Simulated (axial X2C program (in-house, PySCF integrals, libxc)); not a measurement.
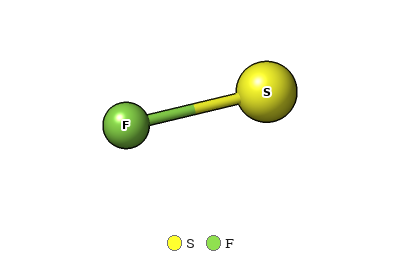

The molecule at the reference distance of 1.606 Å.

Relativistic diatomic calculation for SF

System: SF, single determinant with M_S = 3/2 and |Λ| = 0 (not the lowest found).
Method: PBE0, spin-free X2C-1e, S dyall-av3z, F dyall-av3z (cores contracted) (axial X2C program (in-house, PySCF integrals, libxc)).

The input:
```
{"zs": [16, 9], "q": 0, "bas": ["dyall-av3z", "dyall-av3z"], "levels": ["PBE0", "HF", "r2SCAN0"], "cc": true, "r0": 1.67, "thr": -2.0, "nmax": 90, "npts": 10, "nst": 2, "ntry": 6}
```

The line is the task of a batch: nuclear charges, charge, bases, the levels to run, a first guess of the distance and further settings. This report covers PBE0 without spin-orbit coupling. The log is that of the reference distance 1.606 Å, started from orbitals converged before.

The run was one of a batch that the task file lists, launched with:
```bash
python <driver script> task.json out
```

Output:
```
spin-free X2C-1e  PBE0
basis functions 116  fitting functions 591  grid points 4355
iter        total energy     max residual
   1       -498.887005466     9.15e-06
   2       -498.887005468     6.09e-06
converged
one-electron -784.46426395  Coulomb 274.15720846  exact exchange -8.79694291  xc functional -27.23102599  nuclear repulsion 47.44801891
```

The points of the curve:

```tsv
R (Å)	E (hartree)	dipole (D; origin at the first atom, positive when the second is positive)	highest filled (eV)	lowest empty (eV)
1.397	−498.818185	0.39	−3.50	−3.97
1.462	−498.847109	0.17	−3.84	−4.04
1.510	−498.863547	−0.07	−4.13	−4.11
1.558	−498.876645	−0.36	−4.47	−4.19
1.606	−498.887005	−0.67	−4.82	−4.28
1.662	−498.896205	−1.04	−5.25	−4.40
1.718	−498.902782	−1.41	−5.68	−4.53
1.791	−498.908030	−1.85	−6.22	−4.69
1.879	−498.910503	−2.33	−6.83	−4.88
```

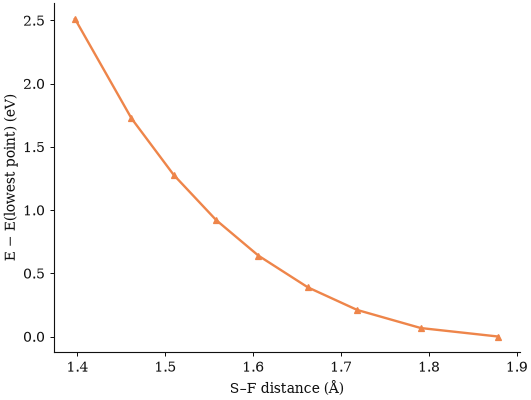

Energy at 9 bond lengths, for one set of occupations held fixed; the line joins the points. The lowest point is at 1.88 Å, the end of the range, so no minimum is bracketed. The lowest point lies 1.70 eV below S + F.

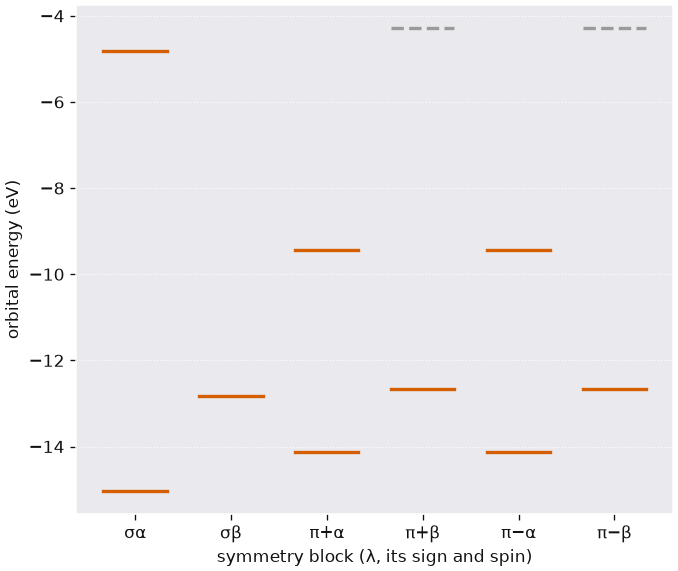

Orbital energies near the frontier at 1.61 Å, filled (solid) and empty (dashed); a label such as π−α means λ = −1 and α spin. The highest filled orbital (σα; 53 % S p, 20 % S d) lies at −4.82 eV, the lowest empty one (π−β; 79 % S p, 11 % F p) at −4.28 eV.

Key numbers:

```tsv
quantity	value
outcome	converged
largest ⟨S²⟩ along the curve	3.76
hardware	1 CPU thread, shared host
wall time	1.5 s
```

Remarks:

To bear in mind: 9 of the 10 points asked for were kept; at some distances an empty level lies below a filled one, since the occupations are held fixed.
